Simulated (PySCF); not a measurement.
C₅H₁₆N₂Si₂ (SMILES N[SiH2]C[SiH2]N1CCCC1)

Input file:

```
{"job": {"kind": "nmr", "xc": "PBE0", "basis": "pcSseg-1"}, "charge": 0, "multiplicity": 1}
N      3.814876     0.763534     0.840070
Si     3.562183    -0.587574    -0.225355
C      1.753354    -1.064624    -0.112570
Si     0.624872     0.437342    -0.037073
N     -0.973063    -0.008761    -0.564182
C     -1.738597    -1.076586     0.047942
C     -2.907213    -0.376720     0.768397
C     -3.053379     0.973415     0.034589
C     -1.958677     0.936866    -1.048447
H      4.644359     1.336317     0.729012
H      3.588133     0.665314     1.824347
H      3.907402    -0.104644    -1.597686
H      4.417403    -1.794735     0.047856
H      1.594187    -1.691038     0.781984
H      1.481412    -1.678332    -0.988098
H      0.668679     0.968727     1.371326
H      1.065407     1.524435    -0.960599
H     -1.119678    -1.689921     0.721557
H     -2.131825    -1.758334    -0.732545
H     -2.660775    -0.215461     1.828505
H     -3.826701    -0.980428     0.738930
H     -2.879770     1.810620     0.727058
H     -4.054376     1.115290    -0.399683
H     -2.389985     0.576149    -2.003703
H     -1.511362     1.921737    -1.250878
```

Command:

```sh
OMP_NUM_THREADS=1 python probes_run.py task.json out
```

Geometry: PBE0-D3(BJ)/def2-SVP.

Method: PBE0/pcSseg-1, SCF density, gas phase, non-relativistic (PySCF).

### What will maps of the electron density and electron localisation function show?

C–N (1.45 Å): ρ at the midpoint is about 1.9 e/Å³; the ELF peaks at about 0.90 between the atoms (localised, covalent bonding).
C–Si (1.87 Å): ρ at the midpoint is about 0.94 e/Å³; the ELF peaks at about 0.95 between the atoms, as expected for a shared electron pair.

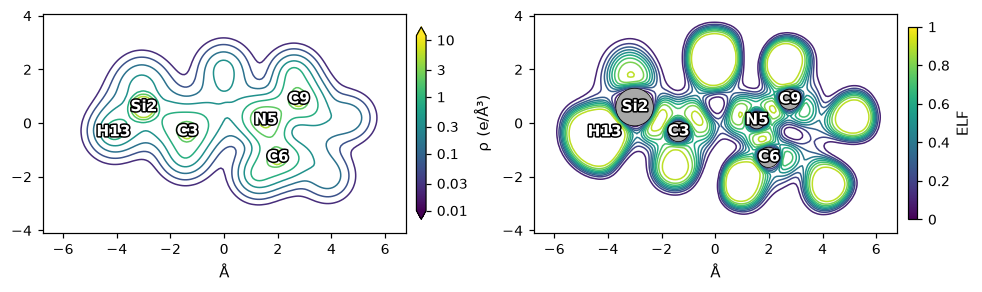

Computed electron density and electron localisation function on the plane of atoms C6, N5 and C9, in this order. Grey discs cover the atomic cores in the ELF map. 
